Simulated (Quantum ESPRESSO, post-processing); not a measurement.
# Ni: work function by face, part 2 of 2

Aim: the work function of the low-index faces of Ni, their order, and how far the functional matters.

Quantum ESPRESSO 7.5; plane-wave DFT, PBE, PseudoDojo norm-conserving pseudopotentials.

So far. Step 11 (Potential by pp.x of (100)): On (100) the work function under PBEsol lies +0.11 eV from PBE's. Step 12 (Relaxation with pw.x of (110), PBE): The relaxation lowers the energy by 11 meV an atom. On the free atoms the largest force ends at 0.023 eV/Å.

## Step 13: Self-consistent run of (110), PBE

Level of this step: plane-wave DFT, PBE, PseudoDojo norm-conserving pseudopotentials (Quantum ESPRESSO 7.5).

110.pbe.in

```
&control
  prefix = '110.pbe'
  outdir = './out'
  pseudo_dir = './pseudo'
  calculation = 'scf'
  tprnfor = .true.
/
&system
  ibrav = 0
  nat = 7
  ntyp = 1
  ecutwfc = 90
  ecutrho = 360
  occupations = 'smearing'
  smearing = 'mv'
  degauss = 0.02
  nspin = 2
  starting_magnetization(1) = 0.12
/
&electrons
  conv_thr = 1e-07
  mixing_beta = 0.4
  electron_maxstep = 120
  mixing_mode = 'local-TF'
/
ATOMIC_SPECIES
  Ni  58.6934  Ni.dojo-sr-pbe-0.4.1-standard.upf
CELL_PARAMETERS angstrom
  3.52000000000000 0.00000000000000 0.00000000000000
  0.00000000000000 2.48901586977665 0.00000000000000
  0.00000000000000 0.00000000000000 23.46704760932994
ATOMIC_POSITIONS crystal
  Ni  0.000000000000 0.000000000000 0.344420831600
  Ni  0.500000000000 0.500000000000 0.391980388400
  Ni  0.000000000000 0.000000000000 0.446967852300
  Ni  0.500000000000 0.500000000000 0.500000000000
  Ni  0.000000000000 0.000000000000 0.553032147700
  Ni  0.500000000000 0.500000000000 0.608019611600
  Ni  0.000000000000 0.000000000000 0.655579168400
K_POINTS automatic
  8 12 1 0 0 0
```

Launch:

```sh
$ OMP_NUM_THREADS=1 mpirun -n 4 pw.x -nk 4 -in 110.pbe.in > 110.pbe.out
```

Run time: 12 min. Hardware: 4 MPI ranks of Arm Neoverse V2, shared host; peak memory 2.8 GiB; 50 min of CPU time.

Numbers from this step:

* free energy: -31958.1218 eV
* Fermi energy: 4.083 eV
* magnetization: 5 μB
* absolute magnetization: 5.73 μB
* site moments: 0.8172, 0.7509, 0.7253, 0.7122, 0.7253, 0.7509, 0.8172 μB

## Step 14: Potential by pp.x of (110)

110.pbe.pot.in

```
&inputpp
  prefix = '110.pbe'
  outdir = './out'
  filplot = '110.pbe.pot.dat'
  plot_num = 11
/
```

Launch:

```sh
$ OMP_NUM_THREADS=1 mpirun -n 4 pp.x -in 110.pbe.pot.in > 110.pbe.pot.out
```

Wall time 0.85 s (4 MPI ranks); peak memory 0.12 GiB.

Numbers from this step:

* work function of the upper face: 4.547 eV
* slope of the potential above: 1.51e-4 eV/Å
* upper vacuum line continued to the top atoms, over the Fermi level: 4.546 eV
* work function of the lower face: 4.547 eV
* slope of the potential below: -1.14e-4 eV/Å
* lower vacuum line continued to the bottom atoms, over the Fermi level: 4.546 eV

The potential energy, planar mean oscillates, so the rows of the table below give means over windows of 1.22 Å about each position, cut where the curve ends. Its maxima inside the range that stand out by 2 % of the span (Å: eV): 8.6: -8.53, 9.8: -5.71, 11.1: -6.35, 12.3: -6.35, 13.6: -5.71, 14.9: -8.53. Its minima: 8.1: -16.5, 9.2: -16.9, 10.5: -16.6, 11.7: -16.7, 13.0: -16.6, 14.3: -16.9, 15.4: -16.5.

Electrostatic potential energy of an electron; zero at the Fermi level. The potential energy, planar mean by z; means over each step:

```csv
z (Å),"potential energy, planar mean (eV)"
0.61,4.55
1.83,4.55
3.05,4.55
4.27,4.54
5.49,4.49
6.71,3.33
7.93,-9.80
9.15,-12.0
10.37,-11.2
11.59,-11.4
12.81,-11.3
14.03,-11.3
15.25,-11.6
16.47,1.93
17.69,4.43
18.91,4.54
20.13,4.55
21.35,4.55
22.57,4.55
```

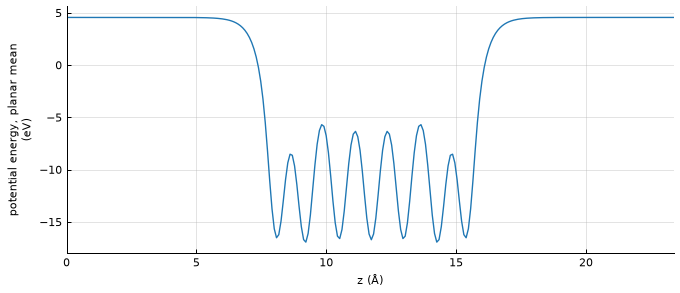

Potential energy, planar mean against z.

## Step 15: Ground state of (110), PBEsol

Level of this step: plane-wave DFT, PBEsol, PseudoDojo norm-conserving pseudopotentials (Quantum ESPRESSO 7.5).

110.pbesol.in is the input of step 13 with these lines changed:

```diff
@@ -1,3 +1,3 @@
 &control
-  prefix = '110.pbe'
+  prefix = '110.pbesol'
   outdir = './out'
@@ -26,3 +26,3 @@
 ATOMIC_SPECIES
-  Ni  58.6934  Ni.dojo-sr-pbe-0.4.1-standard.upf
+  Ni  58.6934  Ni.dojo-sr-pbesol-0.4.1-standard.upf
 CELL_PARAMETERS angstrom
```

Launch:

```sh
$ OMP_NUM_THREADS=1 mpirun -n 4 pw.x -nk 4 -in 110.pbesol.in > 110.pbesol.out
```

It took 12 min on 4 MPI ranks; peak memory 2.8 GiB; 47 min of CPU time.

Numbers from this step:

| Quantity | Value |
| --- | --- |
| free energy | -31930.9892 eV |
| Fermi energy | 3.946 eV |
| magnetization | 4.99 μB |
| absolute magnetization | 5.65 μB |
| site moments | 0.8115, 0.7451, 0.7197, 0.7061, 0.7197, 0.7451, 0.8115 μB |

## Step 16: Potential by pp.x of (110)

110.pbesol.pot.in

```
&inputpp
  prefix = '110.pbesol'
  outdir = './out'
  filplot = '110.pbesol.pot.dat'
  plot_num = 11
/
```

Launch:

```sh
$ OMP_NUM_THREADS=1 mpirun -n 4 pp.x -in 110.pbesol.pot.in > 110.pbesol.pot.out
```

It took 0.85 s on 4 MPI ranks; peak memory 0.12 GiB; 3.1 s of CPU time.

This step gave:

| Quantity | Value |
| --- | --- |
| work function of the upper face | 4.653 eV |
| slope of the potential above | 1.25e-4 eV/Å |
| upper vacuum line continued to the top atoms, over the Fermi level | 4.652 eV |
| work function of the lower face | 4.653 eV |
| slope of the potential below | -9.42e-5 eV/Å |
| lower vacuum line continued to the bottom atoms, over the Fermi level | 4.652 eV |

On (110) the work function under PBEsol lies +0.11 eV from PBE's.

## Step 17: The series side by side

All levels:

```csv
level,work function (eV),CPU time (s)
"(111), PBE",5.031,635.3
"(111), PBEsol",5.174,632.8
"(100), PBE",4.901,888.7
"(100), PBEsol",5.013,903.8
"(110), PBE",4.547,2980
"(110), PBEsol",4.653,2823
```

## Step 18: Worked from the printed numbers

For (111) under PBE, on the run's own zero: φ = 9.992 − (4.961) = 5.031 eV.

## Step 19: Results

| Item | Value |
| --- | --- |
| work function of (111), PBE | 5.03 eV |
| work function of (111), PBEsol | 5.17 eV |
| work function of (100), PBE | 4.90 eV |
| work function of (100), PBEsol | 5.01 eV |
| work function of (110), PBE | 4.55 eV |
| work function of (110), PBEsol | 4.65 eV |

Under PBE the work functions are 5.03 eV on (111), 4.90 eV on (100) and 4.55 eV on (110). In order of packing, from 5.37 to 8.76 Å² an atom, the faces are (111), (100) and (110). The work function falls in the same order, as Smoluchowski's picture of charge smoothing over rough faces expects. PBEsol lies +0.11 to +0.14 eV from PBE on the same atoms, nearly a rigid shift. The top two spacings change by -1.6 and -0.2 % on (111), -4.1 and +0.8 % on (100) and -10.3 and +3.7 % on (110). The slabs are thin and unreconstructed, at the tabulated lattice constant; thickness and mesh leave some 0.05 to 0.1 eV open.

Computed beside measured:

| quantity | measured | PBE | PBEsol |
| --- | --- | --- | --- |
| work function of (111) (eV) | 5.36 | 5.03 (-0.33 eV) | 5.17 (-0.19 eV) |
| work function of (100) (eV) | 5.17 | 4.90 (-0.27 eV) | 5.01 (-0.16 eV) |
| work function of (110) (eV) | 4.55 | 4.55 (-0.00 eV) | 4.65 (+0.10 eV) |

Measured values from arxiv:1902.07811 (2019).

How well it matches: The grades are ours: good and fair within 3 and 7 % for the work function of (111), 3 and 7 % for the work function of (100) and 3 and 7 % for the work function of (110). Other measurements of the same face can differ from the value quoted by 0.1 to 0.2 eV.

[Logs are printed without paths, hosts, clocks, repeated set-up lines and the standing remarks that a program may print on its own settings, such as how far it seeks lower states.]

[Hosts, paths, dates, database ids (printed as entryN), source tags and the programs' standing remarks are cut or masked in the printed files.]

[Maps of the electrostatic potential energy from Ansatz leave out the sawtooth potential of an applied field or a dipole correction, so their vacuum need not be flat; planar profiles and work functions include it.]
